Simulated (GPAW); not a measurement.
# Collinear magnetic orders of MnGe31 (Ge64 Mn2 d4p00) with GPAW

Wanted: the moments of MnGe31 (Ge64 Mn2 d4p00) and the energy of each order that was tried.

Calculated with GPAW 26.7.0; PBE with U = 4 eV on Mn d; plane waves with GPAW's PAW setups, scalar-relativistic.

## (1) Set-up

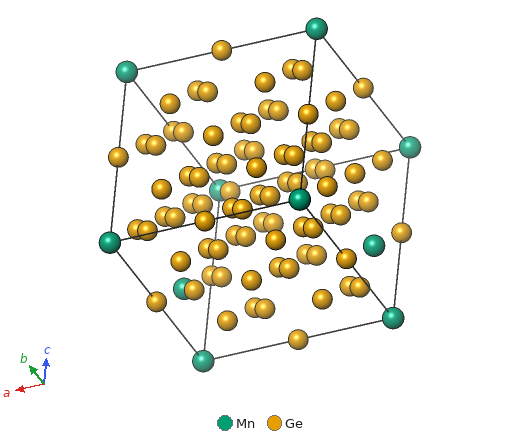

Start, viewed from a free direction; manganese teal, germanium orange. Some periodic images of atoms are drawn too.

The cell holds 64 atoms: 2 Mn and 62 Ge. Its edges and angles: a = 11.316 Å, b = 11.316 Å, c = 11.316 Å, α = 90.0°, β = 90.0°, γ = 90.0°. substitutional dopants on the host's lattice, its constants typed without a cited source, atoms not relaxed.

The cell is a made-up one and need not be a known phase.

## (2) Run 1 (ferro ++)

The parallel start comes first: it fits the smallest cell, keeps the most symmetry and shows whether parallel moments form. A Hubbard term is added for the open shell, at a value in common use.

Input file order1.py:

```python
import json
import numpy as np
from ase import Atoms
from ase.parallel import paropen, parprint
from gpaw import GPAW

atoms = Atoms(['Mn', 'Ge', 'Mn', 'Ge', 'Ge', 'Ge', 'Ge', 'Ge', 'Ge', 'Ge', 'Ge', 'Ge', 'Ge', 'Ge', 'Ge', 'Ge', 'Ge', 'Ge', 'Ge', 'Ge', 'Ge', 'Ge', 'Ge', 'Ge', 'Ge', 'Ge', 'Ge', 'Ge', 'Ge', 'Ge', 'Ge', 'Ge', 'Ge', 'Ge', 'Ge', 'Ge', 'Ge', 'Ge', 'Ge', 'Ge', 'Ge', 'Ge', 'Ge', 'Ge', 'Ge', 'Ge', 'Ge', 'Ge', 'Ge', 'Ge', 'Ge', 'Ge', 'Ge', 'Ge', 'Ge', 'Ge', 'Ge', 'Ge', 'Ge', 'Ge', 'Ge', 'Ge', 'Ge', 'Ge'],
    cell=[[11.316, 0.0, 0.0],
         [0.0, 11.316, 0.0],
         [0.0, 0.0, 11.316]],
    scaled_positions=[[0.0, 0.0, 0.0],
         [0.125, 0.125, 0.125],
         [0.0, 0.25, 0.25],
         [0.125, 0.375, 0.375],
         [0.25, 0.0, 0.25],
         [0.375, 0.125, 0.375],
         [0.25, 0.25, 0.0],
         [0.375, 0.375, 0.125],
         [0.0, 0.0, 0.5],
         [0.125, 0.125, 0.625],
         [0.0, 0.25, 0.75],
         [0.125, 0.375, 0.875],
         [0.25, 0.0, 0.75],
         [0.375, 0.125, 0.875],
         [0.25, 0.25, 0.5],
         [0.375, 0.375, 0.625],
         [0.0, 0.5, 0.0],
         [0.125, 0.625, 0.125],
         [0.0, 0.75, 0.25],
         [0.125, 0.875, 0.375],
         [0.25, 0.5, 0.25],
         [0.375, 0.625, 0.375],
         [0.25, 0.75, 0.0],
         [0.375, 0.875, 0.125],
         [0.0, 0.5, 0.5],
         [0.125, 0.625, 0.625],
         [0.0, 0.75, 0.75],
         [0.125, 0.875, 0.875],
         [0.25, 0.5, 0.75],
         [0.375, 0.625, 0.875],
         [0.25, 0.75, 0.5],
         [0.375, 0.875, 0.625],
         [0.5, 0.0, 0.0],
         [0.625, 0.125, 0.125],
         [0.5, 0.25, 0.25],
         [0.625, 0.375, 0.375],
         [0.75, 0.0, 0.25],
         [0.875, 0.125, 0.375],
         [0.75, 0.25, 0.0],
         [0.875, 0.375, 0.125],
         [0.5, 0.0, 0.5],
         [0.625, 0.125, 0.625],
         [0.5, 0.25, 0.75],
         [0.625, 0.375, 0.875],
         [0.75, 0.0, 0.75],
         [0.875, 0.125, 0.875],
         [0.75, 0.25, 0.5],
         [0.875, 0.375, 0.625],
         [0.5, 0.5, 0.0],
         [0.625, 0.625, 0.125],
         [0.5, 0.75, 0.25],
         [0.625, 0.875, 0.375],
         [0.75, 0.5, 0.25],
         [0.875, 0.625, 0.375],
         [0.75, 0.75, 0.0],
         [0.875, 0.875, 0.125],
         [0.5, 0.5, 0.5],
         [0.625, 0.625, 0.625],
         [0.5, 0.75, 0.75],
         [0.625, 0.875, 0.875],
         [0.75, 0.5, 0.75],
         [0.875, 0.625, 0.875],
         [0.75, 0.75, 0.5],
         [0.875, 0.875, 0.625]],
    pbc=True,
    magmoms=[4.5, 0.0, 4.5, 0.0, 0.0, 0.0, 0.0, 0.0, 0.0, 0.0, 0.0, 0.0, 0.0, 0.0, 0.0, 0.0, 0.0, 0.0, 0.0, 0.0, 0.0, 0.0, 0.0, 0.0, 0.0, 0.0, 0.0, 0.0, 0.0, 0.0, 0.0, 0.0, 0.0, 0.0, 0.0, 0.0, 0.0, 0.0, 0.0, 0.0, 0.0, 0.0, 0.0, 0.0, 0.0, 0.0, 0.0, 0.0, 0.0, 0.0, 0.0, 0.0, 0.0, 0.0, 0.0, 0.0, 0.0, 0.0, 0.0, 0.0, 0.0, 0.0, 0.0, 0.0])
atoms.calc = GPAW(mode={'name': 'pw', 'ecut': 450},
    xc='PBE',
    kpts={'size': (3, 3, 3), 'gamma': True},
    occupations={'name': 'fermi-dirac', 'width': 0.05},
    convergence={'density': 1e-05, 'energy': 1e-05},
    maxiter=200,
    mixer={'name': 'pulay', 'beta': 0.05, 'nmaxold': 6, 'weight': 50},
    setups={'Mn': ':d,4.0'},
    symmetry={'tolerance': 1e-4},
    txt='order1.txt')
e = atoms.get_potential_energy(force_consistent=True)
res = {'free_energy': e, 'energy_sigma0': atoms.get_potential_energy(), 'fermi_energy': atoms.calc.get_fermi_level()}
res['moments'] = atoms.get_magnetic_moments().tolist()
res['total'] = atoms.get_magnetic_moment()
parprint('site moments (muB):', np.round(res['moments'], 3))
parprint(f"total moment: {res['total']:.3f} muB")
parprint(f'free energy: {e:.6f} eV')
atoms.calc.write('order1.gpw')
with paropen('results.json', 'w') as f:
    json.dump(res, f)
```

The run is started by

```sh
OMP_NUM_THREADS=1 mpirun -n 8 gpaw python order1.py > order1.log
```

Numbers of over 12 decimals in the logs are rounded to 6 here.

Log:

```text
site moments (muB): [ 4.151e+00 -1.190e-01  4.151e+00 -5.400e-02  4.000e-03 -3.000e-03
  4.000e-03 -3.000e-03 -2.000e-03  0.000e+00 -2.000e-03  0.000e+00
 -1.000e-03 -3.000e-03 -1.000e-03 -3.000e-03 -2.000e-03  0.000e+00
 -2.000e-03  0.000e+00 -1.000e-03 -3.000e-03 -1.000e-03 -3.000e-03
 -8.000e-03 -6.000e-03 -8.000e-03 -5.400e-02 -0.000e+00 -3.000e-03
 -0.000e+00 -3.000e-03  0.000e+00  1.000e-03  0.000e+00 -2.000e-03
 -0.000e+00 -5.200e-02 -0.000e+00 -5.200e-02 -5.000e-03 -7.000e-03
 -5.000e-03 -6.000e-03 -2.000e-03 -5.200e-02 -2.000e-03 -4.000e-03
 -5.000e-03 -7.000e-03 -5.000e-03 -6.000e-03 -2.000e-03 -4.000e-03
 -2.000e-03 -5.200e-02  0.000e+00 -3.000e-03  0.000e+00 -2.000e-03
  0.000e+00 -4.000e-03  0.000e+00 -4.000e-03]
total moment: 7.515 muB
free energy: -292.123282 eV

--- order1.txt ---
Input parameters:
  mode=PW(ecut=450),
  convergence={'density': 1e-05, 'energy': 1e-05},
  kpts=MonkhorstPack(size=(3, 3, 3), gamma=True),
  maxiter=200,
  mixer=Pulay(name='pulay', nmaxold=6, beta=0.05, weight=50, sigma=0.015, g_ss=None),
  occupations=Occupations(name='fermi-dirac', width=0.05),
  setups={'Mn': ':d,4.0'},
  symmetry=Symmetry(tolerance=0.0001),
  xc=XC(name='PBE')

Diagonalizing LCAO Hamiltonian
Converting LCAO to pw mode
        .---------------------------.
       /|                           |
      / |                           |
     /  |  Ge            Ge         |
    /   |       Ge            Ge    |
   /  Ge|           Ge              |
  /    Ge         Ge Ge         Ge  |
 *      |  Ge            Ge         |
 |      |Ge Ge         Ge Ge        |
 | Ge   |    Ge  Ge        Ge       |
 |      |  Ge Ge         Ge Ge      |
 |   Ge Ge      Ge Ge Ge      Ge    |
 |    Ge| Ge        Ge  Ge          |
 |     Ge         Ge Ge         Ge  |
 Ge     .--Ge--Ge--------Ge---------.
 |     / Ge Ge         Ge Ge       /
 | Mn /      Ge  Ge        Ge     /
 |   Ge Ge    Ge   Ge Ge    Ge   /
 |  /Ge            Ge           /
 | /      Ge            Ge     /
 |/                           /
 Mn------------Ge------------*

Atoms  # Å, Bohr magnetons
|    | symbol |        x |        y |        z |    initial magnetic moments |
|----|--------|----------|----------|----------|-----------------------------|
|  0 |     Mn | 0.000000 | 0.000000 | 0.000000 | ( 0.0000,  0.0000,  4.5000) |
|  1 |     Ge | 1.414500 | 1.414500 | 1.414500 | ( 0.0000,  0.0000,  0.0000) |
|  2 |     Mn | 0.000000 | 2.829000 | 2.829000 | ( 0.0000,  0.0000,  4.5000) |
|  3 |     Ge | 1.414500 | 4.243500 | 4.243500 | ( 0.0000,  0.0000,  0.0000) |
|  4 |     Ge | 2.829000 | 0.000000 | 2.829000 | ( 0.0000,  0.0000,  0.0000) |
|  5 |     Ge | 4.243500 | 1.414500 | 4.243500 | ( 0.0000,  0.0000,  0.0000) |
|  6 |     Ge | 2.829000 | 2.829000 | 0.000000 | ( 0.0000,  0.0000,  0.0000) |
|  7 |     Ge | 4.243500 | 4.243500 | 1.414500 | ( 0.0000,  0.0000,  0.0000) |
|  8 |     Ge | 0.000000 | 0.000000 | 5.658000 | ( 0.0000,  0.0000,  0.0000) |
|  9 |     Ge | 1.414500 | 1.414500 | 7.072500 | ( 0.0000,  0.0000,  0.0000) |
| 10 |     Ge | 0.000000 | 2.829000 | 8.487000 | ( 0.0000,  0.0000,  0.0000) |
| 11 |     Ge | 1.414500 | 4.243500 | 9.901500 | ( 0.0000,  0.0000,  0.0000) |
| 12 |     Ge | 2.829000 | 0.000000 | 8.487000 | ( 0.0000,  0.0000,  0.0000) |
| 13 |     Ge | 4.243500 | 1.414500 | 9.901500 | ( 0.0000,  0.0000,  0.0000) |
| 14 |     Ge | 2.829000 | 2.829000 | 5.658000 | ( 0.0000,  0.0000,  0.0000) |
| 15 |     Ge | 4.243500 | 4.243500 | 7.072500 | ( 0.0000,  0.0000,  0.0000) |
| 16 |     Ge | 0.000000 | 5.658000 | 0.000000 | ( 0.0000,  0.0000,  0.0000) |
| 17 |     Ge | 1.414500 | 7.072500 | 1.414500 | ( 0.0000,  0.0000,  0.0000) |
[...]
| 54 |     Ge | 8.487000 | 8.487000 | 0.000000 | ( 0.0000,  0.0000,  0.0000) |
| 55 |     Ge | 9.901500 | 9.901500 | 1.414500 | ( 0.0000,  0.0000,  0.0000) |
| 56 |     Ge | 5.658000 | 5.658000 | 5.658000 | ( 0.0000,  0.0000,  0.0000) |
| 57 |     Ge | 7.072500 | 7.072500 | 7.072500 | ( 0.0000,  0.0000,  0.0000) |
| 58 |     Ge | 5.658000 | 8.487000 | 8.487000 | ( 0.0000,  0.0000,  0.0000) |
| 59 |     Ge | 7.072500 | 9.901500 | 9.901500 | ( 0.0000,  0.0000,  0.0000) |
| 60 |     Ge | 8.487000 | 5.658000 | 8.487000 | ( 0.0000,  0.0000,  0.0000) |
| 61 |     Ge | 9.901500 | 7.072500 | 9.901500 | ( 0.0000,  0.0000,  0.0000) |
| 62 |     Ge | 8.487000 | 8.487000 | 5.658000 | ( 0.0000,  0.0000,  0.0000) |
| 63 |     Ge | 9.901500 | 9.901500 | 7.072500 | ( 0.0000,  0.0000,  0.0000) |

Unit cell  # Å
| periodic |         x |         y |         z |   lengths |    angles |
|----------|-----------|-----------|-----------|-----------|-----------|
|      yes | 11.316000 |  0.000000 |  0.000000 | 11.316000 | 90.000000 |
|      yes |  0.000000 | 11.316000 |  0.000000 | 11.316000 | 90.000000 |
|      yes |  0.000000 |  0.000000 | 11.316000 | 11.316000 | 90.000000 |

Number of symmetries: 2

BZ-sampling:
  Number of BZ points: 27
  Number of IBZ points: 10

  Monkhorst-Pack size: [3, 3, 3]
  Monkhorst-Pack shift: [0, 0, 0]

K-points  # in reciprocal-cell coordinates
|   |                                coordinates |     weight |
|---|--------------------------------------------|------------|
| 0 | (  0.00000000,   0.00000000,   0.00000000) | 0.03703704 |
| 1 | (  0.00000000,   0.33333333,  -0.33333333) | 0.07407407 |
| 2 | (  0.00000000,   0.33333333,   0.00000000) | 0.14814815 |
| 3 | (  0.00000000,   0.33333333,   0.33333333) | 0.07407407 |
| 4 | (  0.33333333,  -0.33333333,  -0.33333333) | 0.07407407 |
| 5 | (  0.33333333,   0.00000000,  -0.33333333) | 0.14814815 |
| 6 | (  0.33333333,   0.00000000,   0.00000000) | 0.07407407 |
| 7 | (  0.33333333,   0.33333333,  -0.33333333) | 0.14814815 |
| 8 | (  0.33333333,   0.33333333,   0.00000000) | 0.14814815 |
| 9 | (  0.33333333,   0.33333333,   0.33333333) | 0.07407407 |

Plane wave coefficients: 31439
Cutoff: 450.000000 eV

Spin-components: 2 (collinear spins)
Bands:           177
Projectors:      322
Spin-degeneracy: 1
Datatype:        complex128

Parallelization:
  kpt:    4
  domain: 2
  band:   1

Density:
  Valence electrons: 278.0
  Components: 2
  Grid points: [56 56 56]
  Charge: 0.0  # |e|

Potential:
  Grid points: [56 56 56]

species:
  Mn:
    name:    Manganese
    Z:       25.0
    valence: 15
    core:    10
    charge:  0.0  # [|e|]
    Hubbard: {U: 4.0,  # eV
              l: 2,
              scale: True}
    compensation charges:
      type: gauss
      rc: 0.38  # [Å]
      lmax: 2
    cutoffs:
      filter: 2.14  # [Å]
      core: 0.86  # [Å]
    projectors
    | kind |    occ | energy [eV] | rcut [Å] |
    |------|--------|-------------|----------|
    |   3s |  2.000 |     -85.859 |    1.275 |
    |   4s |  2.000 |      -5.106 |    1.275 |
    |   3p |  6.000 |     -54.597 |    1.281 |
    |   4p |  0.000 |      -1.371 |    1.281 |
    |   3d |  5.000 |      -6.771 |    1.138 |
    |    d |        |      20.441 |    1.138 |

    Using partial waves for Mn as LCAO basis

  Ge:
    name:    Germanium
    Z:       32.0
    valence: 4
    core:    28
    charge:  0.0  # [|e|]
    compensation charges:
      type: gauss
      rc: 0.32  # [Å]
      lmax: 2
    cutoffs:
      filter: 1.77  # [Å]
      core: 3.42  # [Å]
    projectors
    | kind |    occ | energy [eV] | rcut [Å] |
    |------|--------|-------------|----------|
    |   4s |  2.000 |     -11.726 |    1.005 |
    |   4p |  2.000 |      -3.896 |    1.005 |
    |    s |        |      15.485 |    1.005 |
    |    p |        |      23.315 |    1.005 |
    |    d |        |       0.000 |    1.005 |

    Using partial waves for Ge as LCAO basis

Reference energy: -3603081.723001  # eV

eigensolver:
  PPCG
  Converge bands: occupied
  niter=2

density mixing:
  Pulay-Mixer
  Linear mixing parameters: 0.05
  Old densities: 6
  Fourier metric: weight=50, sigma=0.015

occupation numbers:
  Fermi-Dirac:
    width: 0.0500  # eV

poisson solver:
  ecut: 3600.000000  # eV

xc functional:
  name: PBE with 2 nearest neighbor stencil

convergence criteria:
- Maximum integral of absolute [dens]ity change: 1e-05 electrons / valence electron
- Maximum [total energy] change in last 3 cyles: 1e-05 eV / valence electron
- Maximum integral of absolute [eigenst]ate change: 4e-08 eV^2 / valence electron
maximum number of iterations: 200

SCF iterations
|iter     |      energy | eigst |  dens |  magmom |
|---------|-------------|-------|-------|---------|
|iter:   1|       0s | -293.063697 | -0.05 |       |  +9.0195|
|iter:   2|      43s | -292.885192 | -1.46 | -0.93 |  +8.9724|
|iter:   3|      86s | -292.473046 | -2.00 | -0.95 |  +8.8372|
|iter:   4|     128s | -292.097436 | -1.76 | -1.02 |  +8.2741|
|iter:   5|     170s | -292.115311 | -2.63 | -1.47 |  +8.1251|
|iter:   6|     212s | -292.099668 | -2.27 | -1.70 |  +7.9391|
|iter:   7|     254s | -292.086421 | -3.46 | -2.08 |  +7.9415|
|iter:   8|     297s | -292.078675 | -3.19 | -2.09 |  +7.8299|
|iter:   9|     339s | -292.077723 | -4.60 | -2.35 |  +7.8218|
|iter:  10|     381s | -292.079426c| -3.94 | -2.37 |  +7.7041|
[... 11 iterations left out ...]
|iter:  22|     889s | -292.082225c| -7.33 | -4.05 |  +7.5296|
|iter:  23|     931s | -292.082257c| -7.46c| -4.12 |  +7.5250|
|iter:  24|     952s | -292.082277c| -7.51c| -4.23 |  +7.5217|
|iter:  25|     974s | -292.082290c| -7.52c| -4.29 |  +7.5194|
|iter:  26|    1011s | -292.082308c| -7.40c| -4.34 |  +7.5162|
|iter:  27|    1033s | -292.082312c| -8.08c| -4.45 |  +7.5156|
|iter:  28|    1054s | -292.082314c| -8.00c| -4.48 |  +7.5155|
|iter:  29|    1075s | -292.082316c| -8.10c| -4.69 |  +7.5154|
|iter:  30|    1097s | -292.082317c| -8.31c| -4.90 |  +7.5153|
|iter:  31|    1119s | -292.082318c| -8.61c| -5.00c|  +7.5151|

Converged in 31 steps
Energy contributions relative to reference atoms: (reference = -3603081.723001)

Energy contributions:
  Kinetic:         859.997228
  Coulomb:        -765.414468
  Zero:              0.475006
  External:          0.000000
  Xc:             -387.099120
  Entropy:          -0.081928
  Spinorbit:         0.000000
  ----------------------------
  Free energy:    -292.123282
  Extrapolated:   -292.082318

dipole moment: (-271.981221, -283.241162, -283.241162)  # |e|*Ang

Total magnetic moment: (0.000000, 0.000000, 7.515139)

Local magnetic moments
|        x |        y |         z |
|----------|----------|-----------|
| 0.000000 | 0.000000 |  4.150535 |  # Mn   0
| 0.000000 | 0.000000 | -0.119387 |  # Ge   1
| 0.000000 | 0.000000 |  4.150535 |  # Mn   2
| 0.000000 | 0.000000 | -0.053727 |  # Ge   3
| 0.000000 | 0.000000 |  0.003920 |  # Ge   4
| 0.000000 | 0.000000 | -0.003047 |  # Ge   5
| 0.000000 | 0.000000 |  0.003920 |  # Ge   6
| 0.000000 | 0.000000 | -0.003047 |  # Ge   7
| 0.000000 | 0.000000 | -0.001535 |  # Ge   8
| 0.000000 | 0.000000 |  0.000135 |  # Ge   9
| 0.000000 | 0.000000 | -0.001535 |  # Ge  10
| 0.000000 | 0.000000 |  0.000433 |  # Ge  11
| 0.000000 | 0.000000 | -0.001345 |  # Ge  12
| 0.000000 | 0.000000 | -0.003047 |  # Ge  13
| 0.000000 | 0.000000 | -0.001345 |  # Ge  14
| 0.000000 | 0.000000 | -0.003394 |  # Ge  15
[...]
| 0.000000 | 0.000000 | -0.001631 |  # Ge  54
| 0.000000 | 0.000000 | -0.051962 |  # Ge  55
| 0.000000 | 0.000000 |  0.000155 |  # Ge  56
| 0.000000 | 0.000000 | -0.002583 |  # Ge  57
| 0.000000 | 0.000000 |  0.000155 |  # Ge  58
| 0.000000 | 0.000000 | -0.002002 |  # Ge  59
| 0.000000 | 0.000000 |  0.000004 |  # Ge  60
| 0.000000 | 0.000000 | -0.003549 |  # Ge  61
| 0.000000 | 0.000000 |  0.000004 |  # Ge  62
| 0.000000 | 0.000000 | -0.003549 |  # Ge  63

Fermi level: 5.576
Eigenvalues  # (at kpt = [0.000, 0.000, 0.000])
| band index |      eig [eV] | occ [0-1] |      eig [eV] | occ [0-1] |
|------------|---------------|-----------|---------------|-----------|
|          0 |       -75.809 |     1.000 |       -71.175 |     1.000 |
|        ... |               |           |               |           |
|        129 |         4.421 |     1.000 |         4.827 |     1.000 |
|        130 |         4.425 |     1.000 |         5.015 |     1.000 |
|        131 |         4.447 |     1.000 |         5.015 |     1.000 |
|        132 |         4.454 |     1.000 |         5.122 |     1.000 |
|        133 |         4.487 |     1.000 |         5.788 |     0.014 |
|        134 |         4.502 |     1.000 |         5.791 |     0.014 |
|        135 |         4.561 |     1.000 |         5.856 |     0.004 |
|        136 |         4.577 |     1.000 |         6.043 |     0.000 |
|        137 |         5.012 |     1.000 |         6.120 |     0.000 |
|        138 |         5.116 |     1.000 |         6.214 |     0.000 |
|        139 |         5.168 |     1.000 |         6.319 |     0.000 |
|        140 |         5.429 |     0.950 |         6.396 |     0.000 |
|        141 |         5.641 |     0.216 |         6.482 |     0.000 |
|        142 |         5.734 |     0.041 |         6.665 |     0.000 |
|        143 |         6.041 |     0.000 |         6.699 |     0.000 |
|        144 |         6.170 |     0.000 |         6.703 |     0.000 |
|        ... |               |           |               |           |
|        176 |         8.617 |     0.000 |         8.972 |     0.000 |

No gap
No difference between direct/indirect transitions
```

Elapsed: 20 min, on 8 MPI ranks of Arm Neoverse V2, shared host; peak memory 6.4 GiB.

Spin moment in the augmentation sphere by element, in μB:

```csv
element,atoms,mean,spread (r.m.s.),least,largest
Mn,2,4.15,0.00,4.15,4.15
Ge,62,-0.01,0.02,-0.12,0.00
```

The atoms farthest from the mean of their element:

```
atom       x, y, z (Å)  spin moment in the augmentation sphere (μB)
 Ge2  1.41, 1.41, 1.41                                        -0.12
 Ge4  1.41, 4.24, 4.24                                        -0.05
Ge28  1.41, 9.90, 9.90                                        -0.05
Ge40  9.90, 4.24, 1.41                                        -0.05
Ge56  9.90, 9.90, 1.41                                        -0.05
Ge46  9.90, 1.41, 9.90                                        -0.05
Ge38  9.90, 1.41, 4.24                                        -0.05
 Ge7  2.83, 2.83, 0.00                                         0.00
```

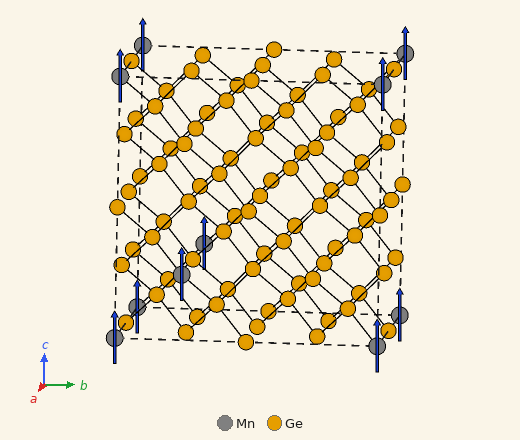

Spin moment in the augmentation sphere as arrows, the longest 4.15 μB. Up and down stand for the sign. Arrows give size and sign along the axis of quantisation, drawn up and down the page. Bonds to atoms that aren't drawn are left out. Some periodic images of atoms are drawn too.

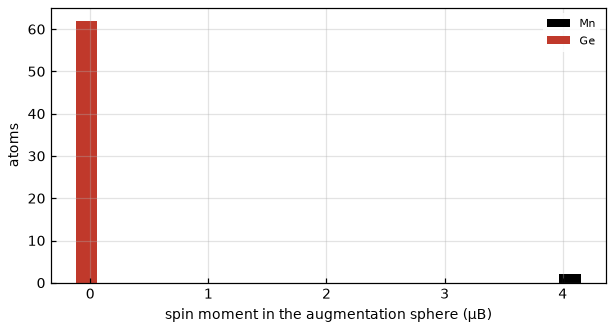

Spin moment in the augmentation sphere as a stacked histogram.

Numbers from this step:

| Quantity | Value |
| --- | --- |
| magnetization | 7.515 μB |
| final state | ferromagnetic |

After 31 cycles the largest moment stands at 4.15 μB.

(Continued in part 2 of 2.)

[Logs and program files are shortened in this print: banners, set-up blocks, solver, clock and traceback lines can be left out without a mark of their own.]

[Logs are printed without paths, hosts, clocks, repeated set-up lines and the standing remarks that a program may print on its own settings, such as how far it seeks lower states.]

[Hosts, paths, dates, database ids (printed as entryN), source tags and the programs' standing remarks are cut or masked in the printed files.]

[Where a cell is said to come from a database of computed structures, the database is the Materials Project.]
